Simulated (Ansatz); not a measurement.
# Resistivity from frozen vibrations: Zr(0001) with 2 thermally displaced layers, 2x2, part 2 of 2

Wanted: the phonon-limited resistivity of Zr at 180 K by the Landauer route.

Ansatz 0.2.0; Ansatz plane-wave DFT, PBE, PAW files; ballistic transport by layer matching (Landauer), zero bias; PAW set soft_1.

So far. Step 2 (With 2 displaced layers): Over the solved energies the transmission per spin lies between 2.40 and 2.67, out of 2.76 channels of the lead on average (up to 2.84).

**3. With 6 displaced layers**

Each atom of 6 layers is moved at random, by amounts drawn from a normal law 0.0603 Å wide in each direction from the Debye model (291 K) at 180 K. A fresh draw is used; the growth of the resistance with length is what counts.

System of this step: Zr(0001) with 6 thermally displaced layers, 2x2. The cell holds 64 atoms: 64 Zr. Its edges and angles: a = 6.464 Å, b = 6.464 Å, c = 41.176 Å, α = 90.0°, β = 90.0°, γ = 120.0°. It derives from Zr. Regions: lead, 40 atoms (40 Zr); scattering region, 24 atoms (24 Zr). The structure is stacked along c, and the current runs across the ab planes.

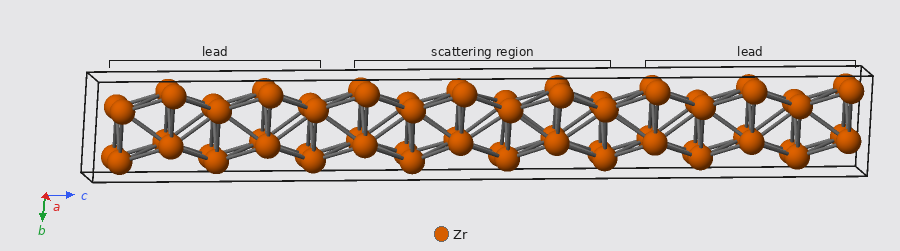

The cell of this step (zirconium orange).

The input, input.yaml:

```yaml
crystal:
  lattice:
    - [6.464, 0.0, 0.0]
    - [-3.232, 5.5979882101, 0.0]
    - [0.0, 0.0, 41.176]
  atoms:
    - { symbol: Zr, position: [0.1666666667, 0.3333333333, 0.03125] }
    - { symbol: Zr, position: [0.1666666667, 0.8333333333, 0.03125] }
    - { symbol: Zr, position: [0.6666666667, 0.3333333333, 0.03125] }
    - { symbol: Zr, position: [0.6666666667, 0.8333333333, 0.03125] }
    - { symbol: Zr, position: [0.3333333333, 0.1666666667, 0.09375] }
    - { symbol: Zr, position: [0.3333333333, 0.6666666667, 0.09375] }
    - { symbol: Zr, position: [0.8333333333, 0.1666666667, 0.09375] }
    - { symbol: Zr, position: [0.8333333333, 0.6666666667, 0.09375] }
    - { symbol: Zr, position: [0.1666666667, 0.3333333333, 0.15625] }
    - { symbol: Zr, position: [0.1666666667, 0.8333333333, 0.15625] }
    - { symbol: Zr, position: [0.6666666667, 0.3333333333, 0.15625] }
    - { symbol: Zr, position: [0.6666666667, 0.8333333333, 0.15625] }
    - { symbol: Zr, position: [0.3333333333, 0.1666666667, 0.21875] }
    - { symbol: Zr, position: [0.3333333333, 0.6666666667, 0.21875] }
    - { symbol: Zr, position: [0.8333333333, 0.1666666667, 0.21875] }
    - { symbol: Zr, position: [0.8333333333, 0.6666666667, 0.21875] }
    - { symbol: Zr, position: [0.1666666667, 0.3333333333, 0.28125] }
    - { symbol: Zr, position: [0.1666666667, 0.8333333333, 0.28125] }
    - { symbol: Zr, position: [0.6666666667, 0.3333333333, 0.28125] }
    - { symbol: Zr, position: [0.6666666667, 0.8333333333, 0.28125] }
    - { symbol: Zr, position: [0.3422614493, 0.1676786247, 0.3426619566] }
    - { symbol: Zr, position: [0.3222775177, 0.6617396587, 0.3440722355] }
    - { symbol: Zr, position: [0.8227958924, 0.1644150792, 0.3435169887] }
    - { symbol: Zr, position: [0.8395303951, 0.6689772796, 0.3442700556] }
    - { symbol: Zr, position: [0.1598740979, 0.3319381588, 0.4073972766] }
    - { symbol: Zr, position: [0.1738120563, 0.8197806223, 0.4084654894] }
    - { symbol: Zr, position: [0.6834179575, 0.3417434497, 0.4066370067] }
    - { symbol: Zr, position: [0.6715874248, 0.8490276181, 0.4091186593] }
    - { symbol: Zr, position: [0.3572061057, 0.180822579, 0.4692729936] }
    - { symbol: Zr, position: [0.3220454308, 0.6666187219, 0.4697106912] }
    - { symbol: Zr, position: [0.8234498123, 0.1709198012, 0.4693790663] }
    - { symbol: Zr, position: [0.8334488504, 0.6539206989, 0.4677816586] }
    - { symbol: Zr, position: [0.156302289, 0.3207414651, 0.5337954063] }
    - { symbol: Zr, position: [0.163814325, 0.8368743963, 0.5308716027] }
    - { symbol: Zr, position: [0.6885340305, 0.347545835, 0.5321768538] }
    - { symbol: Zr, position: [0.6464055997, 0.8338933786, 0.5322505124] }
    - { symbol: Zr, position: [0.3393666422, 0.1600154516, 0.5964163475] }
    - { symbol: Zr, position: [0.3174639156, 0.6595459109, 0.5951183604] }
    - { symbol: Zr, position: [0.8445675998, 0.1882206266, 0.5940258806] }
    - { symbol: Zr, position: [0.8253986403, 0.6626025342, 0.5921532071] }
    - { symbol: Zr, position: [0.1581490563, 0.3401191475, 0.6571004832] }
    - { symbol: Zr, position: [0.1746731994, 0.8252106789, 0.6587218547] }
    - { symbol: Zr, position: [0.6724611887, 0.3502804262, 0.6556166574] }
    - { symbol: Zr, position: [0.661154859, 0.8360220488, 0.6577594375] }
    - { symbol: Zr, position: [0.3333333333, 0.1666666667, 0.71875] }
    - { symbol: Zr, position: [0.3333333333, 0.6666666667, 0.71875] }
    - { symbol: Zr, position: [0.8333333333, 0.1666666667, 0.71875] }
    - { symbol: Zr, position: [0.8333333333, 0.6666666667, 0.71875] }
    - { symbol: Zr, position: [0.1666666667, 0.3333333333, 0.78125] }
    - { symbol: Zr, position: [0.1666666667, 0.8333333333, 0.78125] }
    - { symbol: Zr, position: [0.6666666667, 0.3333333333, 0.78125] }
    - { symbol: Zr, position: [0.6666666667, 0.8333333333, 0.78125] }
    - { symbol: Zr, position: [0.3333333333, 0.1666666667, 0.84375] }
    - { symbol: Zr, position: [0.3333333333, 0.6666666667, 0.84375] }
    - { symbol: Zr, position: [0.8333333333, 0.1666666667, 0.84375] }
    - { symbol: Zr, position: [0.8333333333, 0.6666666667, 0.84375] }
    - { symbol: Zr, position: [0.1666666667, 0.3333333333, 0.90625] }
    - { symbol: Zr, position: [0.1666666667, 0.8333333333, 0.90625] }
    - { symbol: Zr, position: [0.6666666667, 0.3333333333, 0.90625] }
    - { symbol: Zr, position: [0.6666666667, 0.8333333333, 0.90625] }
    - { symbol: Zr, position: [0.3333333333, 0.1666666667, 0.96875] }
    - { symbol: Zr, position: [0.3333333333, 0.6666666667, 0.96875] }
    - { symbol: Zr, position: [0.8333333333, 0.1666666667, 0.96875] }
    - { symbol: Zr, position: [0.8333333333, 0.6666666667, 0.96875] }
kpoints:
  mp_grid: { grid: [4, 4, 1] }
hamiltonian:
  xc: pbe
  pseudopotentials: { kind: paw, azcp: { folder: soft_1 } }
scf:
  occupations: { method: fermi_dirac, width: 0.1 }
output:
  transmission: { leads: [[0, 8]], kmesh: [8, 8], e_range: [-0.05, 0.05], de: 0.05 }
  write_potential: true
  write_density: true
  volumetric_format: npy
```

The run is started by

```
$ ansatz run input.yaml --threads 4 --pin off --max-ram 15360MiB --backend cpu --events-out ev --progress --plain --runs-dir out
```

Numbers of over 12 decimals in the logs are rounded to 6 here.

The log of the run:

```text
[...]
Crystal: 64 atoms, lattice volume = 1489.970 Å³
Basis set: ecut = 420 eV, 29117 PW (Γ)
Bands: 461, of which v1, the nominal top of the filled ones, is band 384 counted from 1 (383 counted from 0)
Symmetry: 1 space group operations
[...]
k-points: 10 of 16 (time reversal used)
[...]
SCF iter   1: F=—  HF=-267773.130172 eV  |F-HF|=—  |Δ(HF+E_count)|=         —  Δρ=2.90e-2  dr2=2.44e1  ethr=3.10e-3  ⟨swp⟩=6.4  Hψ=18086  notcnv=0
[...]
SCF iter  10: F=-267767.427071 eV  HF=-267767.427071 eV  |F-HF|=7.28e-8  |Δ(HF+E_count)|=   5.53e-9  Δρ=9.26e-7  dr2=7.90e-8  ethr=1.30e-11  ⟨swp⟩=9.2  Hψ=10900  notcnv=0
SCF 1 converged in 10 iterations: F = -267767.427071 eV  dr2 = 7.90e-8
[...]
transmission: 224 of 2210 steps passed
transmission: 444 of 2210 steps passed
[...]
transmission: 2210 of 2210 steps passed
SCF converged after 10 iterations
Free energy (F): -267767.427071 eV
[...]
Internal energy: -267765.157351 eV  (E = F + TS)
E sigma→0 (E₀):  -267766.292211 eV
Entropy (-TS):   -2.269721 eV (-35.464 meV/atom)
Fermi energy:    13.953249 eV
[...]
--- Band table (eV; the first three rows and the last of 10) ---
  k-point 0: bands = [... 380 lower, 14.5783, 14.5934, 14.5979, 14.6023, 14.6071, 14.6229, 14.6253, 14.6337, ... 73 higher]
  k-point 1: bands = [... 380 lower, 14.1313, 14.1508, 14.1676, 14.1807, 14.1919, 14.2112, 14.2299, 14.2390, ... 73 higher]
  k-point 2: bands = [... 380 lower, 13.5966, 13.6122, 13.6409, 13.6699, 13.7636, 13.7834, 13.8040, 13.8168, ... 73 higher]
  k-point 9: bands = [... 380 lower, 13.5965, 13.6089, 13.6856, 13.7074, 13.7568, 13.7759, 13.7930, 13.8144, ... 73 higher]
--- Transmission ---
  basis      : 313 plane waves across, 65 finite elements along
  points     : 34, standing for a mesh of 8 x 8
[...]
channels       : 2.625000e0 a spin
[...]
slowest decay  : 0.0496 /Å at (0.0000, 0.0000)
  junction   : crystal 0 to crystal 0, 0.70 to 36.73 Å
    transmission   : 1.931259e0 a spin
[...]
```

The job ended after 13 min (4 threads of Intel Xeon Platinum 8488C (Sapphire Rapids), shared host; peak memory 12 GiB; 49 min of CPU time).

This step gave:

* free energy: -267767.4271 eV
* energy at zero smearing: -267766.2922 eV
* Fermi energy: 13.95 eV
* transmission at the energy nearest the Fermi level, one spin: 1.931
* step of the lead's Hamiltonian: 4 meV

Per spin. Transmission, zone mean against energy, zero at the Fermi level:

```tsv
energy (eV)	transmission, zone mean
-0.0500	2.20
0.0000	1.93
0.0500	2.08
```

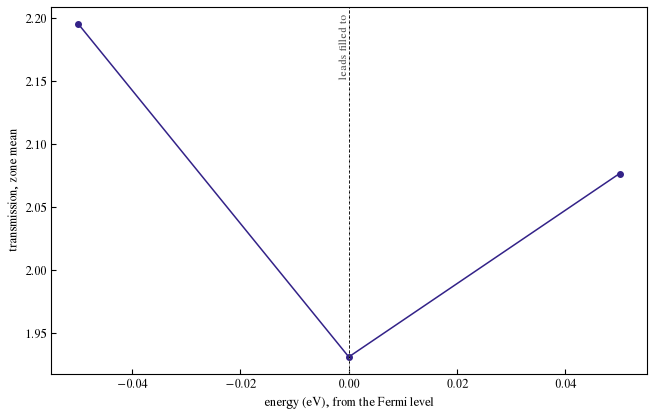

Transmission, zone mean against energy.

Over the solved energies the transmission per spin lies between 1.93 and 2.20, out of 2.76 channels of the lead on average (up to 2.84).

**4. With 10 displaced layers**

Each atom of 10 layers is moved at random, by amounts drawn from a normal law 0.0603 Å wide in each direction from the Debye model (291 K) at 180 K. A fresh draw is used; the growth of the resistance with length is what counts.

System of this step: Zr(0001) with 10 thermally displaced layers, 2x2. The cell holds 80 atoms: 80 Zr. Cell: a = 6.464 Å, b = 6.464 Å, c = 51.470 Å, α = 90.0°, β = 90.0°, γ = 120.0°. It derives from Zr. Regions: lead, 40 atoms (40 Zr); scattering region, 40 atoms (40 Zr). The structure is stacked along c, and the current runs across the ab planes.

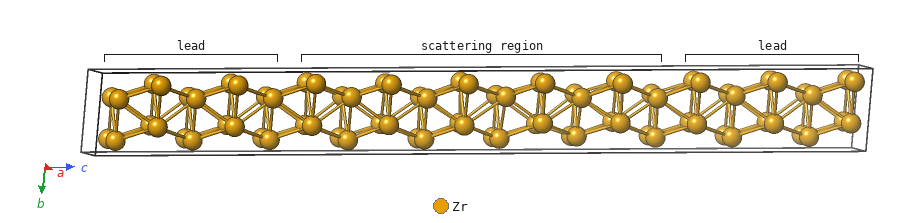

The cell of this step (zirconium orange).

The input, input.yaml:

```yaml
crystal:
  lattice:
    - [6.464, 0.0, 0.0]
    - [-3.232, 5.5979882101, 0.0]
    - [0.0, 0.0, 51.47]
  atoms:
    - { symbol: Zr, position: [0.1666666667, 0.3333333333, 0.025] }
    - { symbol: Zr, position: [0.1666666667, 0.8333333333, 0.025] }
    - { symbol: Zr, position: [0.6666666667, 0.3333333333, 0.025] }
    - { symbol: Zr, position: [0.6666666667, 0.8333333333, 0.025] }
    - { symbol: Zr, position: [0.3333333333, 0.1666666667, 0.075] }
    - { symbol: Zr, position: [0.3333333333, 0.6666666667, 0.075] }
    - { symbol: Zr, position: [0.8333333333, 0.1666666667, 0.075] }
    - { symbol: Zr, position: [0.8333333333, 0.6666666667, 0.075] }
    - { symbol: Zr, position: [0.1666666667, 0.3333333333, 0.125] }
    - { symbol: Zr, position: [0.1666666667, 0.8333333333, 0.125] }
    - { symbol: Zr, position: [0.6666666667, 0.3333333333, 0.125] }
    - { symbol: Zr, position: [0.6666666667, 0.8333333333, 0.125] }
    - { symbol: Zr, position: [0.3333333333, 0.1666666667, 0.175] }
    - { symbol: Zr, position: [0.3333333333, 0.6666666667, 0.175] }
    - { symbol: Zr, position: [0.8333333333, 0.1666666667, 0.175] }
    - { symbol: Zr, position: [0.8333333333, 0.6666666667, 0.175] }
    - { symbol: Zr, position: [0.1666666667, 0.3333333333, 0.225] }
    - { symbol: Zr, position: [0.1666666667, 0.8333333333, 0.225] }
    - { symbol: Zr, position: [0.6666666667, 0.3333333333, 0.225] }
    - { symbol: Zr, position: [0.6666666667, 0.8333333333, 0.225] }
    - { symbol: Zr, position: [0.3316829162, 0.1603639741, 0.2734297978] }
    - { symbol: Zr, position: [0.3229738456, 0.6720775966, 0.2761586838] }
    - { symbol: Zr, position: [0.8260194944, 0.1551020927, 0.2760220941] }
    - { symbol: Zr, position: [0.8175597489, 0.6589911283, 0.2757270424] }
    - { symbol: Zr, position: [0.1477703418, 0.3374922555, 0.3243190573] }
    - { symbol: Zr, position: [0.167277941, 0.8325184743, 0.3252366208] }
    - { symbol: Zr, position: [0.6690561431, 0.3251701632, 0.3266635821] }
    - { symbol: Zr, position: [0.6779763159, 0.8424153586, 0.3263637378] }
    - { symbol: Zr, position: [0.3452180951, 0.1757524165, 0.3750884995] }
    - { symbol: Zr, position: [0.3193061469, 0.6652130273, 0.3740991084] }
    - { symbol: Zr, position: [0.8214615598, 0.1694486791, 0.3743343838] }
    - { symbol: Zr, position: [0.8181200246, 0.6554396956, 0.3753142431] }
    - { symbol: Zr, position: [0.177127736, 0.3475684017, 0.4249837097] }
    - { symbol: Zr, position: [0.1839257445, 0.8484274563, 0.42634653] }
    - { symbol: Zr, position: [0.6512301743, 0.3465590114, 0.4253976023] }
    - { symbol: Zr, position: [0.6726150226, 0.8373292635, 0.4254481042] }
    - { symbol: Zr, position: [0.3343792185, 0.1628032869, 0.4727737041] }
    - { symbol: Zr, position: [0.3279923055, 0.6580152143, 0.4762645765] }
    - { symbol: Zr, position: [0.8310907245, 0.167565204, 0.4740053433] }
    - { symbol: Zr, position: [0.828511246, 0.6665425236, 0.4732610311] }
    - { symbol: Zr, position: [0.168898763, 0.3321915607, 0.5236118457] }
    - { symbol: Zr, position: [0.147071645, 0.8388558793, 0.5246516103] }
    - { symbol: Zr, position: [0.660454939, 0.3307913406, 0.5271265975] }
    - { symbol: Zr, position: [0.666668612, 0.834265712, 0.5232590436] }
    - { symbol: Zr, position: [0.3536277736, 0.1765426018, 0.5762490895] }
    - { symbol: Zr, position: [0.3387112212, 0.6765336332, 0.5754342775] }
    - { symbol: Zr, position: [0.8382303634, 0.165028446, 0.5732744795] }
    - { symbol: Zr, position: [0.8325102474, 0.6458385619, 0.5747190996] }
    - { symbol: Zr, position: [0.1591473838, 0.3221078794, 0.6257177998] }
    - { symbol: Zr, position: [0.162447948, 0.8286308377, 0.6256085928] }
    - { symbol: Zr, position: [0.669699565, 0.3482844568, 0.625411458] }
    - { symbol: Zr, position: [0.6517808067, 0.8124050649, 0.623468978] }
    - { symbol: Zr, position: [0.3431924017, 0.1661219593, 0.6746685378] }
    - { symbol: Zr, position: [0.3417484186, 0.6528600981, 0.6743143546] }
    - { symbol: Zr, position: [0.8320835748, 0.1729780615, 0.6742231814] }
    - { symbol: Zr, position: [0.8189760637, 0.6493886733, 0.6758538691] }
    - { symbol: Zr, position: [0.1716176028, 0.328205565, 0.7251912265] }
    - { symbol: Zr, position: [0.1520773141, 0.828254688, 0.7266132045] }
    - { symbol: Zr, position: [0.680366442, 0.3582023238, 0.7240784122] }
    - { symbol: Zr, position: [0.6710238478, 0.8312288885, 0.7256624183] }
    - { symbol: Zr, position: [0.3333333333, 0.1666666667, 0.775] }
    - { symbol: Zr, position: [0.3333333333, 0.6666666667, 0.775] }
    - { symbol: Zr, position: [0.8333333333, 0.1666666667, 0.775] }
    - { symbol: Zr, position: [0.8333333333, 0.6666666667, 0.775] }
    - { symbol: Zr, position: [0.1666666667, 0.3333333333, 0.825] }
    - { symbol: Zr, position: [0.1666666667, 0.8333333333, 0.825] }
    - { symbol: Zr, position: [0.6666666667, 0.3333333333, 0.825] }
    - { symbol: Zr, position: [0.6666666667, 0.8333333333, 0.825] }
    - { symbol: Zr, position: [0.3333333333, 0.1666666667, 0.875] }
    - { symbol: Zr, position: [0.3333333333, 0.6666666667, 0.875] }
    - { symbol: Zr, position: [0.8333333333, 0.1666666667, 0.875] }
    - { symbol: Zr, position: [0.8333333333, 0.6666666667, 0.875] }
    - { symbol: Zr, position: [0.1666666667, 0.3333333333, 0.925] }
    - { symbol: Zr, position: [0.1666666667, 0.8333333333, 0.925] }
    - { symbol: Zr, position: [0.6666666667, 0.3333333333, 0.925] }
    - { symbol: Zr, position: [0.6666666667, 0.8333333333, 0.925] }
    - { symbol: Zr, position: [0.3333333333, 0.1666666667, 0.975] }
    - { symbol: Zr, position: [0.3333333333, 0.6666666667, 0.975] }
    - { symbol: Zr, position: [0.8333333333, 0.1666666667, 0.975] }
    - { symbol: Zr, position: [0.8333333333, 0.6666666667, 0.975] }
kpoints:
  mp_grid: { grid: [4, 4, 1] }
hamiltonian:
  xc: pbe
  pseudopotentials: { kind: paw, azcp: { folder: soft_1 } }
scf:
  occupations: { method: fermi_dirac, width: 0.1 }
output:
  transmission: { leads: [[0, 8]], kmesh: [8, 8], e_range: [-0.05, 0.05], de: 0.05 }
  write_potential: true
  write_density: true
  volumetric_format: npy
```

The log of the run:

```text
[...]
Crystal: 80 atoms, lattice volume = 1862.462 Å³
Basis set: ecut = 420 eV, 36449 PW (Γ)
Bands: 576, of which v1, the nominal top of the filled ones, is band 480 counted from 1 (479 counted from 0)
Symmetry: 1 space group operations
[...]
k-points: 10 of 16 (time reversal used)
[...]
SCF iter   1: F=—  HF=-334716.233888 eV  |F-HF|=—  |Δ(HF+E_count)|=         —  Δρ=2.92e-2  dr2=3.63e1  ethr=3.10e-3  ⟨swp⟩=6.5  Hψ=22697  notcnv=0
[...]
SCF iter  11: F=-334708.949087 eV  HF=-334708.949087 eV  |F-HF|=6.58e-9  |Δ(HF+E_count)|=   9.31e-9  Δρ=3.12e-7  dr2=8.01e-9  ethr=1.04e-11  ⟨swp⟩=7.5  Hψ=12268  notcnv=0
SCF 1 converged in 11 iterations: F = -334708.949087 eV  dr2 = 8.01e-9
[...]
transmission: 285 of 2788 steps passed
transmission: 558 of 2788 steps passed
[...]
transmission: 2788 of 2788 steps passed
SCF converged after 11 iterations
Free energy (F): -334708.949087 eV
[...]
Internal energy: -334706.107789 eV  (E = F + TS)
E sigma→0 (E₀):  -334707.528438 eV
Entropy (-TS):   -2.841298 eV (-35.516 meV/atom)
Fermi energy:    13.945847 eV
[...]
--- Band table (eV; the first three rows and the last of 10) ---
  k-point 0: bands = [... 476 lower, 14.5713, 14.5834, 14.5848, 14.5919, 14.5968, 14.6184, 14.6217, 14.6318, ... 92 higher]
  k-point 1: bands = [... 476 lower, 14.1549, 14.1738, 14.1855, 14.1918, 14.2044, 14.2113, 14.2180, 14.2292, ... 92 higher]
  k-point 2: bands = [... 476 lower, 13.6155, 13.6225, 13.6791, 13.6937, 13.7001, 13.7190, 13.7418, 13.7536, ... 92 higher]
  k-point 9: bands = [... 476 lower, 13.6404, 13.6687, 13.6941, 13.7063, 13.7107, 13.7253, 13.7331, 13.7719, ... 92 higher]
--- Transmission ---
  basis      : 313 plane waves across, 82 finite elements along
  points     : 34, standing for a mesh of 8 x 8
[...]
channels       : 2.625000e0 a spin
[...]
slowest decay  : 0.0508 /Å at (0.0000, 0.0000)
  junction   : crystal 0 to crystal 0, 0.70 to 47.02 Å
    transmission   : 1.756279e0 a spin
[...]
```

Elapsed: 17 min, on 4 threads; peak memory 8.7 GiB; 61 min of CPU time.

Numbers from this step:

```
free energy                                                  : -334708.9491 eV
energy at zero smearing                                      : -334707.5284 eV
transmission at the energy nearest the Fermi level, one spin : 1.756
step of the lead's Hamiltonian                               : 8.9 meV
```

Per spin. Table of transmission, zone mean by energy, zero at the Fermi level:

```tsv
energy (eV)	transmission, zone mean
-0.0500	1.91
0.0000	1.76
0.0500	1.78
```

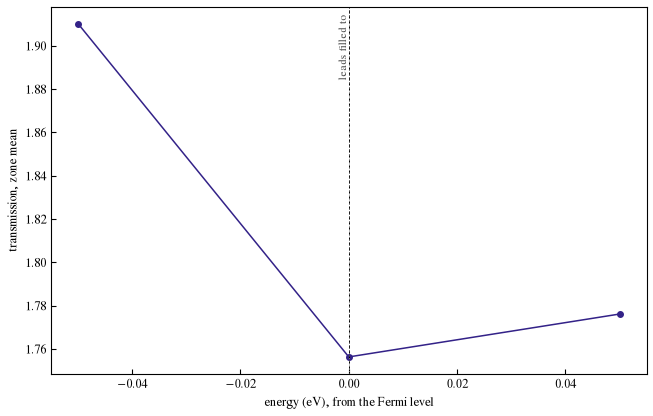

Transmission, zone mean against energy.

Over the solved energies the transmission per spin lies between 1.76 and 1.91, out of 2.76 channels of the lead on average (up to 2.84).

**5. Resistance against length**

This step: Ansatz plane-wave DFT, PBE, PAW files; ballistic transport by layer matching (Landauer), zero bias; resistivity from the slope of the area resistance; PAW set soft_1 (Ansatz 0.2.0).

This step gave:

- resistivity: 35.25 µΩ cm
- intercept: -0.009028 fΩ m²
- scatter about the fit: 0.02214 fΩ m²

Resistance, by row:

```tsv
run	length (Å)	T	channels N	RA (fΩ m²)
n2	5.147	2.526	2.76	0.1567
n6	15.44	2.068	2.76	0.5665
n10	25.73	1.814	2.76	0.8824
```

Area resistance against length of the displaced region:

```tsv
length of the displaced region (Å)	area resistance (fΩ m²)
5.15	0.157
15.44	0.567
25.73	0.882
```

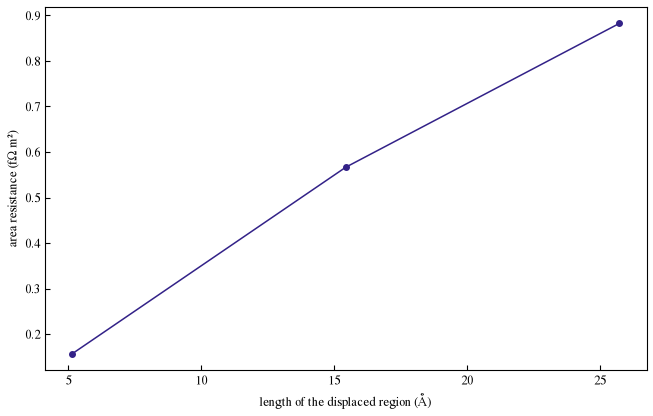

Area resistance, plotted against length of the displaced region.

The area resistance goes from 0.16 to 0.88 fΩ m² between 5.1 and 25.7 Å, a slope of 35 µΩ cm.

By hand from the end points: (0.8824 − 0.1567) fΩ m² / (25.73 − 5.15) Å = 35 µΩ cm, since 1 fΩ m² per Å is 1000 µΩ cm.

**6. What came out**

```
resistivity from the slope  : 35.2 µΩ cm
area resistance over 5.15 Å : 0.157 fΩ m²
area resistance over 15.4 Å : 0.567 fΩ m²
area resistance over 25.7 Å : 0.882 fΩ m²
```

What this shows: The slope gives 35 µΩ cm. The points scatter by 0.022 fΩ m² about the line, with one random draw a length in a 2x2 cell, so the slope is a rough value. The mean square of the displacements drawn is 0.73, 0.99 and 0.93 of the nominal one at the three lengths; with each resistance scaled back by that, the slope is 36 µΩ cm, the value used below. Read with a model of isotropic scattering on a spherical Fermi surface and the lead's 0.59×10¹⁵ S/m², this slope means a mean free path near 38 Å; over these lengths the model's slope is 1.07 times its bulk resistivity, which would be 34 µΩ cm. Uncorrelated displacements put too much weight on short waves, which scatter strongly; with the sideways repeat of a small cell, one draw and three short lengths, the method is good to a factor of two or three.

[Logs are printed without paths, hosts, clocks, repeated set-up lines and the standing remarks that a program may print on its own settings, such as how far it seeks lower states.]

[Hosts, paths, dates, database ids (printed as entryN), source tags and the programs' standing remarks are cut or masked in the printed files.]
